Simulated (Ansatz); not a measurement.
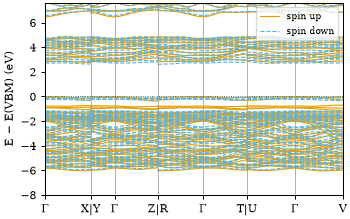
Figure. Band structure from the program Ansatz at the r²SCAN level (PAW)

The gap is 2.62 eV; an edge lies off the plotted path or next to a special point (maximum off the standard path, minimum off the standard path).

The material is Li2Nb4NiO12 in space group P1 (No. 1; Pearson symbol aP19).

The start of the workflow was typed in or built on a structure type; neither database checked (COD, Materials Project) lists it. Whether it is the stable phase at ambient conditions was not checked. The r²SCAN relaxation kept the symmetry of its start; its stability against distortions is not shown here. Spin order of the final state: ferromagnetic, the only order run, not a proven ground state. Other orbital occupations within this spin state were not tried. No Hubbard U is applied. Scalar-relativistic: spin–orbit coupling is off unless named, which matters more the heavier the elements.

Potentials: the later of the program's two PAW sets.
